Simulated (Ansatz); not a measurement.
A series of calculations on SiNH7

### Relaxation

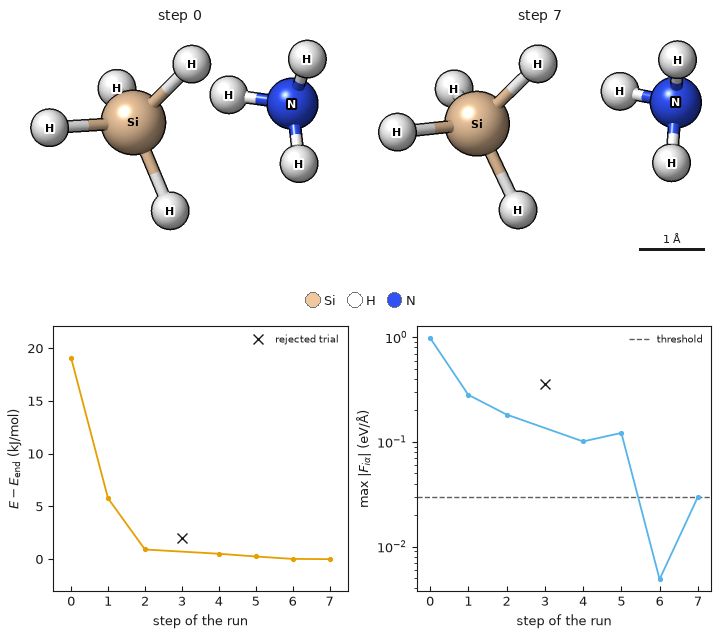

First and last geometry of a relaxation of SiNH₇, with the history of the run. The picture is a ball-and-stick view, seen at a tilt.

The run prepares an end point of a later path (reaction) calculation, from a guessed geometry.

These are results of RKS B3LYP-D4/def2-mTZVP (Ansatz 0.2.0), not measurements.

Input file:
```yaml
crystal:
  periodic: [false, false, false]
  atoms:
    - { symbol: Si, position_ang: [0.212721, 0.025259, -0.040795] }
    - { symbol: H, position_ang: [0.261666, -0.147822, 1.415793] }
    - { symbol: H, position_ang: [1.603386, 0.050827, -0.560544] }
    - { symbol: H, position_ang: [-0.439809, 1.305762, -0.388344] }
    - { symbol: H, position_ang: [-0.495392, -1.114018, -0.664647] }
    - { symbol: "N", position_ang: [-2.488161, -0.069821, 1.344997] }
    - { symbol: H, position_ang: [-2.605882, -0.691072, 0.554336] }
    - { symbol: H, position_ang: [-2.512811, 0.887768, 1.016568] }
    - { symbol: H, position_ang: [-1.568418, -0.246885, 1.777937] }
basis:
  gaussian: { orbitals: def2-mTZVP }
hamiltonian:
  xc: b3lyp
  dispersion: d4
relax:
  f_tol: 0.03
  max_steps: 50
```

Command:
```bash
ansatz run input.yaml --threads 1 --pin off --max-ram 2048MiB --backend cpu --events-out ev --progress --plain --runs-dir out
```

What do the curves and the structures tell?

Answer. It converged. H9 moves most after the best rigid fit: 0.62 Å. By element the largest moves are H 0.62 Å, N 0.39 Å, Si 0.30 Å. Some distances before and after: N6–H9 1.032 → 1.017 Å, Si1–H2 1.468 → 1.482 Å. After 6 accepted moves (7 points after the start) the energy has fallen by 19.1 kJ/mol. Largest force component: 0.99 eV/Å at the start, 0.03 eV/Å at the end. The line search rejected the trial step at point 3 of the run.

### Relaxation

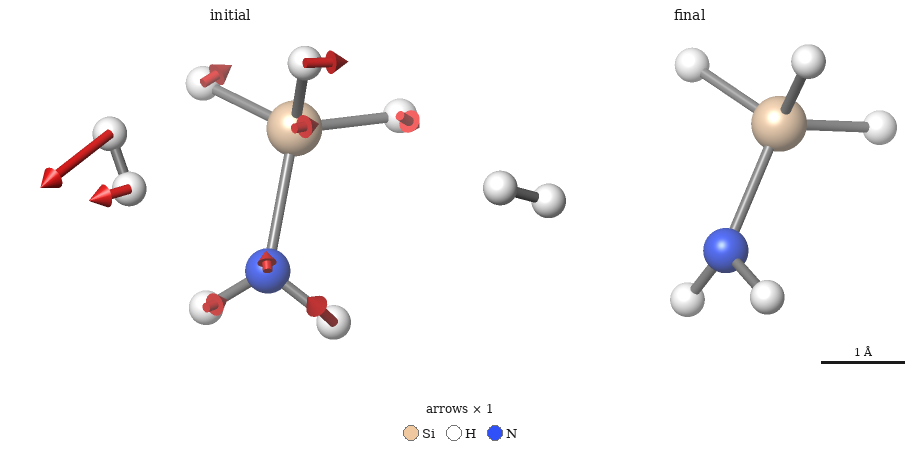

The structure of SiNH7 before (left) and after (right) a relaxation, at one scale. The red arrows give the displacements, at their true length.

The picture is a ball-and-stick view, seen at a tilt.

The run prepares an end point of a later path (reaction) calculation, from a guessed geometry.

Theory: RKS B3LYP-D4/def2-mTZVP in Ansatz.

Input file:
```yaml
crystal:
  periodic: [false, false, false]
  atoms:
    - { symbol: Si, position_ang: [-0.515909, -0.116171, -0.306044] }
    - { symbol: H, position_ang: [0.214494, 0.739829, 2.116285] }
    - { symbol: H, position_ang: [0.658949, -0.85109, 0.212505] }
    - { symbol: H, position_ang: [-0.191834, 1.32447, -0.402788] }
    - { symbol: H, position_ang: [-0.793487, -0.643396, -1.668735] }
    - { symbol: "N", position_ang: [-1.941108, -0.327136, 0.751621] }
    - { symbol: H, position_ang: [-2.592628, -1.06301, 0.509999] }
    - { symbol: H, position_ang: [-2.461048, 0.504833, 0.999834] }
    - { symbol: H, position_ang: [-0.410129, 0.431671, 2.242625] }
basis:
  gaussian: { orbitals: def2-mTZVP }
hamiltonian:
  xc: b3lyp
  dispersion: d4
relax:
  f_tol: 0.03
  max_steps: 50
```

Run as
```bash
ansatz run input.yaml --threads 1 --pin off --max-ram 2048MiB --backend cpu --events-out ev --progress --plain --runs-dir out
```

Describe what moved and what it gained.

Answer. The largest move after the best rigid fit is that of H2, 1.31 Å. By element the largest moves are H 1.31 Å, Si 0.40 Å, N 0.28 Å. Near-neighbour distances that change, for instance: Si1–N6 1.787 → 1.734 Å, H2–H9 0.708 → 0.745 Å. Bond angles that change, for instance: H5–Si1–N6 110.6° → 116.0°, H3–Si1–N6 111.5° → 107.8°, Si1–N6–H7 117.2° → 119.8°. Groups turn about Si1–N6 by about 40°. After 16 accepted moves (18 points after the start) the energy has fallen by 0.258 eV. Largest force component: 1.3 eV/Å at the start, 0.02 eV/Å at the end. The line search rejected the trial steps at points 6, 9 of the run. The forces were under the threshold at step 10, but the run went on from there.

Limits of the set-up: the start holds two separate molecules, 2.3 Å apart at their closest, whose relative position is a soft coordinate.

### Path

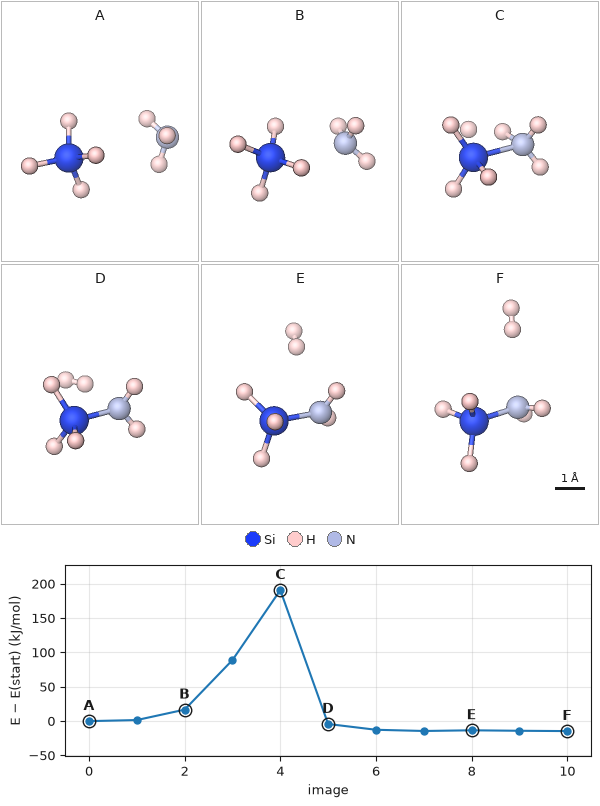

NEB run on SiNH7, made up at the start of SiH4 and NH$_{3}$. Images are numbered from 0 (start) to 10 (end). Frames A to F are images 0, 2, 4, 5, 8, 10. A ball-and-stick model, seen at a tilt.

All numbers below come from RKS B3LYP-D4/def2-mTZVP in Ansatz 0.2.0. Settings: 9 movable images; climbing image; force threshold 0.03 eV/Å; iteration limit 60; starting path through a guess of the saddle point.

**Describe the mechanism and the energy profile.**

The path has more than one stage, and so few images may leave a stage unresolved. Breaking: H–N (1.02 → 2.72 Å), H–Si (1.48 → 4.26 Å). Forming: H–H (2.86 → 0.75 Å), N–Si (3.73 → 1.73 Å). Forward barrier 190.9 kJ/mol, backward barrier 205.4 kJ/mol, with image 4 at the top; the reaction energy is −14.5 kJ/mol. The band converged in 33 iterations. The largest component of the band force went from 19 to 0.015 eV/Å. The climbing image converged on the top of the path. Its vibrational analysis gives one imaginary mode (1404i cm⁻¹), as a transition state must have.

Limits of the set-up: the start holds two separate molecules, 2.9 Å apart at their closest, whose relative position is a soft coordinate.
